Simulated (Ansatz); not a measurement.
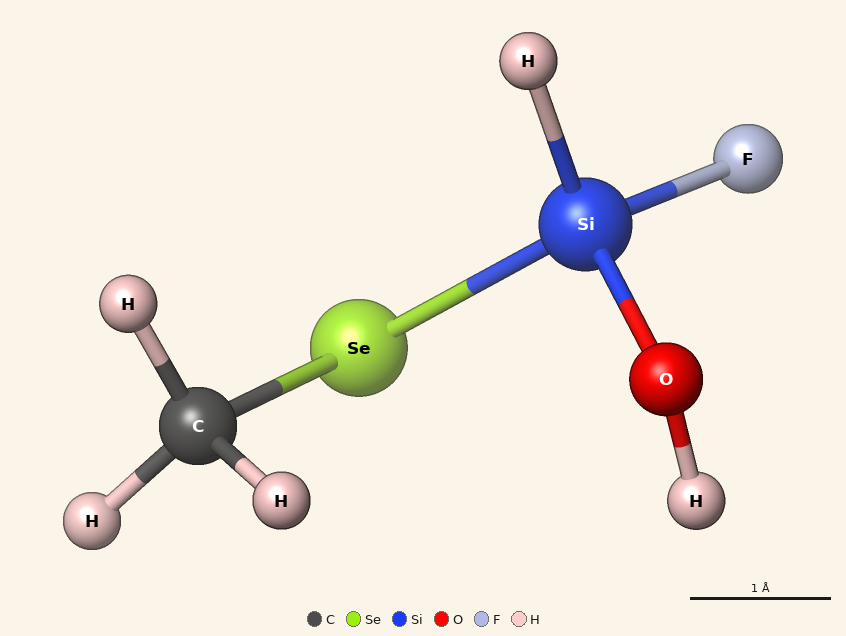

Depth is shown by fading: the farther an atom, the more it takes the colour of the background. The computed structure is the end point of a PBE-D4/def2-SVP optimisation. No frequency run is at hand to confirm it as a minimum. Masses are those of the most abundant isotopes; constants are for the rigid equilibrium geometry.

### What kind of rotor is it, and what are its rotational constants in MHz?

An asymmetric top (C1): A = 3968, B = 1637, C = 1260 MHz. Ray's parameter κ is −0.72, nearer the prolate limit.
